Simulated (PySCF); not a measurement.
# C2H11BN2Si: electronic excitations at several levels of theory, part 1 of 2

Aim: compute the electronic excitations of C2H11BN2Si (`CB(C)N[SiH2]N`) at several levels, and see how far they spread and what each costs.

Computed with PySCF 2.14.0, with density-fitted response routines of our own, on a single molecule in the gas phase. Atoms are numbered from 0 throughout.

## Step 1: Starting geometry

17 atoms, charge 0, multiplicity 1; geometry from: GFN2-xTB.

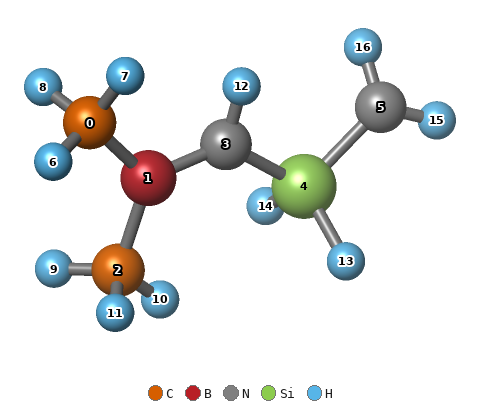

As it starts; carbon orange, boron red, nitrogen grey, silicon green, hydrogen blue, atoms numbered; sticks join atoms by distance.

## Step 2: Relaxing the molecule at PBE0-D3(BJ)/def2-SVP

The job: settings as JSON, then the geometry in Å.

```
{"job": {"xc": "PBE0", "basis": "def2-SVP", "d3": "d3bj", "grid": 1, "kind": "geom"}, "charge": 0, "multiplicity": 1}
C     -1.712130     1.687067     0.456080
B     -0.945524     0.328157     0.142427
C     -1.771509    -1.004040    -0.095489
N      0.451834     0.327008     0.065421
Si     1.587110    -0.949815    -0.259219
N      3.110726    -0.150330    -0.113931
H     -2.632675     1.528355     1.013224
H     -1.107261     2.402121     1.011554
H     -1.995310     2.175188    -0.476636
H     -2.541778    -0.864722    -0.852277
H     -1.152889    -1.844450    -0.398220
H     -2.291444    -1.292975     0.817183
H      0.900716     1.209263     0.269997
H      1.585502    -1.979061     0.781161
H      1.297656    -1.524503    -1.583651
H      3.938920    -0.721291    -0.134088
H      3.271060     0.686058    -0.653447
```

Standard output:

```text
step   0  E = -506.16092550  max force = 0.015516
step   1  E = -506.16477396  max force = 0.003701
step   2  E = -506.16503986  max force = 0.001334
step   3  E = -506.16527825  max force = 0.001727
step   4  E = -506.16546897  max force = 0.002824
step   5  E = -506.16572071  max force = 0.003205
step   6  E = -506.16581631  max force = 0.001591
step   7  E = -506.16585922  max force = 0.001201
step   8  E = -506.16588226  max force = 0.000700
step   9  E = -506.16590428  max force = 0.000873
step  10  E = -506.16592178  max force = 0.000588
step  11  E = -506.16593444  max force = 0.000700
step  12  E = -506.16594805  max force = 0.000692
step  13  E = -506.16596692  max force = 0.000822
step  14  E = -506.16598876  max force = 0.000893
step  15  E = -506.16600286  max force = 0.000482
step  16  E = -506.16600759  max force = 0.000125
optimisation converged
```

Wall time 2.2 min (1 thread, shared host).

Relaxation path:

```
step  energy from step 0 (eV)  largest force component (eV/Å)
   0                   0.0000                          0.7979
   1                  -0.1047                          0.1903
   2                  -0.1120                          0.0686
   3                  -0.1184                          0.0888
   4                  -0.1236                          0.1452
   5                  -0.1305                          0.1648
   6                  -0.1331                          0.0818
   7                  -0.1343                          0.0618
   8                  -0.1349                          0.0360
   9                  -0.1355                          0.0449
  10                  -0.1360                          0.0302
  11                  -0.1363                          0.0360
  12                  -0.1367                          0.0356
  13                  -0.1372                          0.0423
  14                  -0.1378                          0.0459
  15                  -0.1382                          0.0248
  16                  -0.1383                          0.0064
```

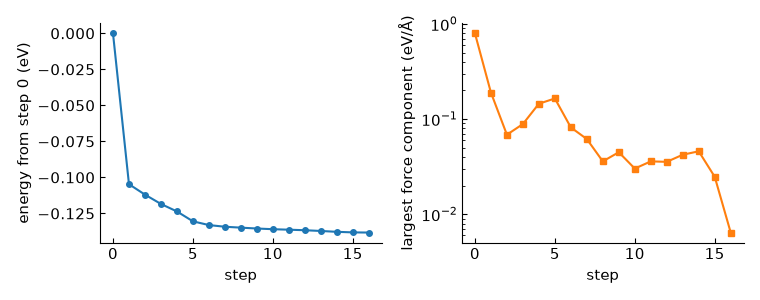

Energy and force, step by step.

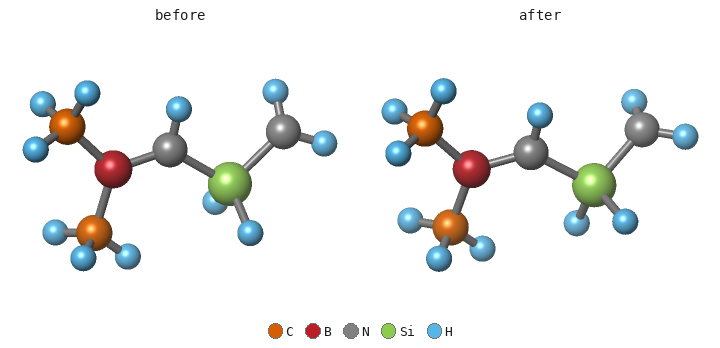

Before and after, at one scale.

Distances of close pairs at the start and the end, largest changes first:

```
   bond  before (Å)  after (Å)  change (Å)
Si4–H13       1.463      1.496      +0.032
Si4–H14       1.472      1.494      +0.022
  B1–N3       1.399      1.419      +0.019
 C2–H11       1.089      1.105      +0.016
  C0–H6       1.088      1.103      +0.016
  C0–H8       1.090      1.104      +0.014
  C2–H9       1.089      1.102      +0.013
  C0–H7       1.089      1.102      +0.013
```

The end geometry stands in the next job.

```
                         at the end point                value
  point group (found at 0.08 Å tolerance)                   C1
rotational constants (GHz, main isotopes)  5.507, 1.347, 1.142
                        dipole moment (D)                 1.92
```

## Step 3: Ultraviolet spectrum: HF/def2-SVPD

The job: settings as JSON, then the geometry in Å.

```
{"job": {"kind": "uv", "xc": "HF", "basis": "def2-SVPD", "ip": true}, "charge": 0, "multiplicity": 1}
C     -1.756793     1.668250     0.449539
B     -0.959272     0.343584     0.104168
C     -1.761714    -0.914013    -0.425316
N      0.446025     0.311254     0.295209
Si     1.653527    -0.934576     0.056090
N      3.136700    -0.132062    -0.320792
H     -2.600770     1.451841     1.126316
H     -1.147425     2.463394     0.907948
H     -2.211881     2.080366    -0.468152
H     -2.519152    -0.616158    -1.168665
H     -1.148684    -1.717657    -0.857447
H     -2.327722    -1.349370     0.418016
H      0.849611     1.160194     0.686838
H      1.950660    -1.718861     1.294492
H      1.127486    -1.874835    -0.979241
H      4.011567    -0.544195    -0.018686
H      3.252253     0.364426    -1.197200
```

Level: TDDFT HF/def2-SVPD, vertical, gas phase, core orbitals frozen in the response.

Standard output:

```text
final grid: 126632 points
cycle   1  E = -504.4703398790  dE =  5.599e-01  |g| = 4.396e-01  |ddm| = 5.503e+00
cycle   2  E = -504.5345633434  dE = -6.422e-02  |g| = 1.335e-01  |ddm| = 1.223e+00
cycle   3  E = -504.5401661855  dE = -5.603e-03  |g| = 6.516e-02  |ddm| = 3.265e-01
cycle   4  E = -504.5413064046  dE = -1.140e-03  |g| = 7.885e-03  |ddm| = 1.570e-01
cycle   5  E = -504.5413347844  dE = -2.838e-05  |g| = 2.304e-03  |ddm| = 3.772e-02
cycle   6  E = -504.5413372565  dE = -2.472e-06  |g| = 7.302e-04  |ddm| = 9.062e-03
cycle   7  E = -504.5413375181  dE = -2.616e-07  |g| = 1.980e-04  |ddm| = 3.189e-03
cycle   8  E = -504.5413375416  dE = -2.347e-08  |g| = 7.348e-05  |ddm| = 7.325e-04
cycle   9  E = -504.5413375441  dE = -2.457e-09  |g| = 1.693e-05  |ddm| = 2.294e-04
cycle  10  E = -504.5413375443  dE = -2.281e-10  |g| = 4.890e-06  |ddm| = 7.933e-05
converged SCF energy = -504.5413375443

Static polarisability (au): isotropic 75.479, principal 64.631 73.898 87.907

Singlet excitations
state   eV       nm        f      main configurations
  1   7.6799    161.4   0.03317   H->L+1 0.41, H-1->L+1 0.17, H->L 0.11
  2   8.3872    147.8   0.00694   H->L 0.37, H-1->L 0.26
  3   8.4945    146.0   0.00056   H-2->L+5 0.32, H-2->L+7 0.12, H-2->L+6 0.10
  4   8.9743    138.2   0.03170   H->L+1 0.23, H-1->L 0.17, H->L+3 0.09
  5   9.0922    136.4   0.06264   H-1->L+1 0.24, H->L+8 0.09
  6   9.2200    134.5   0.41121   H->L+5 0.24, H-1->L+5 0.15
  7   9.2550    134.0   0.03791   H-2->L 0.39
  8   9.4012    131.9   0.03056   H->L+6 0.23, H-2->L 0.12
  9   9.5513    129.8   0.06640   H->L+2 0.37, H-2->L 0.10, H->L+4 0.09
 10   9.8012    126.5   0.01075   H-1->L+6 0.11, H-1->L+3 0.10

Triplet excitations (Tamm-Dancoff, eV): 7.1015 7.5879 7.7721 7.9776
Vertical ionisation energy (delta-SCF) = 9.5339 eV
```

Run time: 39 s. Hardware: 1 thread, shared host.

Frontier orbitals and where they lie:

```
orbital      eV                        atoms
 HOMO−3  -13.17  Si4 16 %, N3 16 %, H13 12 %
 HOMO−2  -11.81    B1 22 %, C0 21 %, C2 21 %
 HOMO−1  -11.37   N3 34 %, N5 26 %, Si4 11 %
   HOMO  -10.88   N5 31 %, N3 22 %, Si4 15 %
   LUMO    2.17    B1 53 %, Si4 11 %, C0 6 %
 LUMO+1    2.62  Si4 39 %, H15 16 %, N5 10 %
 LUMO+2    3.46  C2 20 %, Si4 16 %, H10 10 %
```

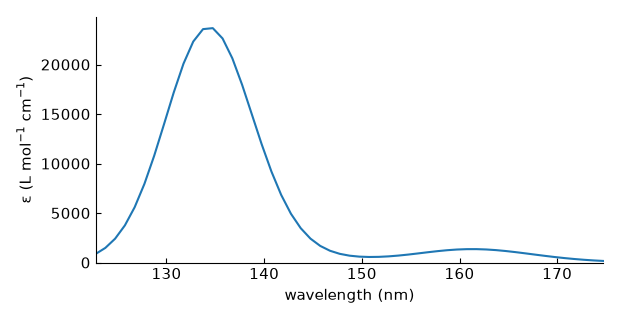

Absorption spectrum: each of the 10 states is a Gaussian band of 0.4 eV half-width at 1/e. Beyond the last state computed it falls off for lack of states.

Ground-state properties from the same run:

```
           property  computed
  dipole moment (D)      1.54
polarisability (Å³)     11.18
 HOMO–LUMO gap (eV)     13.05
      −ε(HOMO) (eV)     10.88
```

## Step 4: Excited states and response: LDA/def2-SVPD

The job, as its differences from that of step 3:

```diff
@@ -1,2 +1,2 @@
-{"job": {"kind": "uv", "xc": "HF", "basis": "def2-SVPD", "ip": true}, "charge": 0, "multiplicity": 1}
+{"job": {"kind": "uv", "xc": "LDA", "basis": "def2-SVPD", "ip": true}, "charge": 0, "multiplicity": 1}
 C     -1.756793     1.668250     0.449539
```

With the program's defaults for keys left out, this is: TDDFT LDA/def2-SVPD, vertical, gas phase, core orbitals frozen in the response.

Standard output:

```text
coarse grid: 13832 points
cycle   1  E = -503.1701300524  dE =  1.975e-01  |g| = 8.530e-01  |ddm| = 6.810e+00
cycle   2  E = -502.7490433513  dE =  4.211e-01  |g| = 1.536e+00  |ddm| = 3.636e+00
cycle   3  E = -503.3479988501  dE = -5.990e-01  |g| = 1.630e-01  |ddm| = 2.526e+00
cycle   4  E = -503.3537512577  dE = -5.752e-03  |g| = 7.142e-02  |ddm| = 3.076e-01
cycle   5  E = -503.3549121143  dE = -1.161e-03  |g| = 2.018e-02  |ddm| = 8.643e-02
cycle   6  E = -503.3550128493  dE = -1.007e-04  |g| = 7.631e-03  |ddm| = 3.471e-02
cycle   7  E = -503.3550258110  dE = -1.296e-05  |g| = 1.983e-03  |ddm| = 1.460e-02
cycle   8  E = -503.3550267206  dE = -9.095e-07  |g| = 4.737e-04  |ddm| = 3.587e-03
final grid: 126632 points
cycle   9  E = -503.4382576041  dE = -5.344e-05  |g| = 6.277e-03  |ddm| = 1.601e-01
cycle  10  E = -503.4382392445  dE =  1.836e-05  |g| = 1.094e-02  |ddm| = 2.186e-02
cycle  11  E = -503.4382664418  dE = -2.720e-05  |g| = 1.317e-03  |ddm| = 1.433e-02
cycle  12  E = -503.4382668485  dE = -4.066e-07  |g| = 3.526e-04  |ddm| = 2.262e-03
cycle  13  E = -503.4382668760  dE = -2.756e-08  |g| = 1.158e-04  |ddm| = 5.148e-04
cycle  14  E = -503.4382668790  dE = -2.983e-09  |g| = 3.868e-05  |ddm| = 1.964e-04
cycle  15  E = -503.4382668793  dE = -3.334e-10  |g| = 1.106e-05  |ddm| = 6.970e-05
converged SCF energy = -503.4382668793

Static polarisability (au): isotropic 89.100, principal 72.286 86.803 108.210

Singlet excitations
state   eV       nm        f      main configurations
  1   5.7489    215.7   0.02111   H->L 0.97
  2   5.9331    209.0   0.01512   H->L+1 0.99
  3   6.0807    203.9   0.00452   H->L+2 0.95
  4   6.4241    193.0   0.06859   H-1->L 0.57, H-1->L+1 0.38
  5   6.5335    189.8   0.00240   H-2->L 0.85
  6   6.5893    188.2   0.05202   H-1->L+2 0.48, H-1->L+1 0.31, H-1->L 0.14
  7   6.7393    184.0   0.01356   H-2->L+1 0.90
  8   6.8773    180.3   0.00113   H-2->L+2 0.50, H->L+3 0.40
  9   6.8895    180.0   0.02154   H->L+3 0.57, H-2->L+2 0.41
 10   7.0328    176.3   0.13556   H-1->L+2 0.35, H-1->L+1 0.17, H->L+4 0.14

Triplet excitations (Tamm-Dancoff, eV): 5.5483 5.7840 5.9303 6.0698
Vertical ionisation energy (delta-SCF) = 9.1928 eV
```

It took 1.9 min on 1 thread, shared host.

In short: HOMO -6.26 eV, LUMO -0.61 eV; lowest singlet 5.75 eV.

## Step 5: Excited states and response: PBE/def2-SVPD

The job, as its differences from that of step 4:

```diff
@@ -1,2 +1,2 @@
-{"job": {"kind": "uv", "xc": "LDA", "basis": "def2-SVPD", "ip": true}, "charge": 0, "multiplicity": 1}
+{"job": {"kind": "uv", "xc": "PBE", "basis": "def2-SVPD", "ip": true}, "charge": 0, "multiplicity": 1}
 C     -1.756793     1.668250     0.449539
```

Level: TDDFT PBE/def2-SVPD, vertical, gas phase, core orbitals frozen in the response.

Standard output:

```text
coarse grid: 13832 points
cycle   1  E = -505.8571635491  dE =  1.966e-01  |g| = 8.336e-01  |ddm| = 6.651e+00
cycle   2  E = -505.4795589714  dE =  3.776e-01  |g| = 1.464e+00  |ddm| = 3.638e+00
cycle   3  E = -506.0262420215  dE = -5.467e-01  |g| = 1.557e-01  |ddm| = 2.567e+00
cycle   4  E = -506.0317803718  dE = -5.538e-03  |g| = 6.485e-02  |ddm| = 2.889e-01
cycle   5  E = -506.0327539687  dE = -9.736e-04  |g| = 1.838e-02  |ddm| = 8.227e-02
cycle   6  E = -506.0328369341  dE = -8.297e-05  |g| = 7.249e-03  |ddm| = 3.159e-02
cycle   7  E = -506.0328487760  dE = -1.184e-05  |g| = 1.722e-03  |ddm| = 1.415e-02
cycle   8  E = -506.0328494739  dE = -6.979e-07  |g| = 4.347e-04  |ddm| = 3.255e-03
final grid: 126632 points
cycle   9  E = -506.1079583523  dE = -2.490e-05  |g| = 1.608e-02  |ddm| = 1.733e-01
cycle  10  E = -506.1078266628  dE =  1.317e-04  |g| = 2.857e-02  |ddm| = 5.502e-02
cycle  11  E = -506.1080181351  dE = -1.915e-04  |g| = 2.791e-03  |ddm| = 3.715e-02
cycle  12  E = -506.1080200829  dE = -1.948e-06  |g| = 3.019e-04  |ddm| = 3.518e-03
cycle  13  E = -506.1080201031  dE = -2.016e-08  |g| = 1.672e-04  |ddm| = 7.354e-04
cycle  14  E = -506.1080201092  dE = -6.073e-09  |g| = 4.510e-05  |ddm| = 2.733e-04
cycle  15  E = -506.1080201097  dE = -4.931e-10  |g| = 1.362e-05  |ddm| = 9.472e-05
converged SCF energy = -506.1080201097

Static polarisability (au): isotropic 87.444, principal 71.015 85.109 106.208

Singlet excitations
state   eV       nm        f      main configurations
  1   5.7967    213.9   0.02606   H->L 0.98
  2   5.9346    208.9   0.00999   H->L+1 0.99
  3   6.1089    203.0   0.00364   H->L+2 0.95
  4   6.4049    193.6   0.05082   H-1->L 0.71, H-1->L+1 0.26
  5   6.5622    188.9   0.01004   H-2->L 0.77, H-1->L+1 0.12
  6   6.5831    188.3   0.04278   H-1->L+1 0.39, H-1->L+2 0.30, H-2->L 0.17
  7   6.7630    183.3   0.01927   H-2->L+1 0.94
  8   6.8766    180.3   0.01364   H->L+3 0.96
  9   6.9443    178.5   0.00904   H-2->L+2 0.92
 10   7.0879    174.9   0.03803   H->L+4 0.79, H-1->L+2 0.10

Triplet excitations (Tamm-Dancoff, eV): 5.5460 5.7771 5.9172 6.0601
Vertical ionisation energy (delta-SCF) = 8.9142 eV
```

Run time: 2.6 min. Hardware: 1 thread, shared host.

In short: HOMO -6.14 eV, LUMO -0.44 eV; lowest singlet 5.80 eV.

(Continued in part 2 of 2.)
